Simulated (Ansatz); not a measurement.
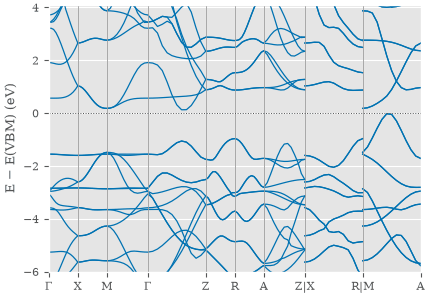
Figure. Band structure from DFT-r²SCAN in the program Ansatz with PAW potentials

Problem. Read off the gap and where the band edges lie.

Solution. About 0.1 eV (0.11 eV by a search for the band edges); maximum on the M–A line, 45 % of the way from M, minimum on the Γ–Z line, 62 % of the way from Γ.

Problem. Which compound is it?
A. YSF, P4/nmm (Y on 2c, S on 2c, F on 2a)
B. Si2Ru, P4_2/mnm (Ru on 2a, Si on 4f)
C. BP, P4_2/mnm (B on 4f, P on 4g)

Solution. B, Si2Ru, P4_2/mnm (Ru on 2a, Si on 4f)

The start of the workflow was typed in or built on a structure type; neither database checked (COD, Materials Project) lists it. Whether it is the stable phase at ambient conditions was not checked. Symmetry was held in the r²SCAN relaxation; its stability against distortions is not shown here. No spin polarisation was allowed. The volume moved by 20 % from the start of the relaxation. Spin–orbit coupling is left out wherever it is not named.

Potentials: the earlier of the program's two PAW sets.
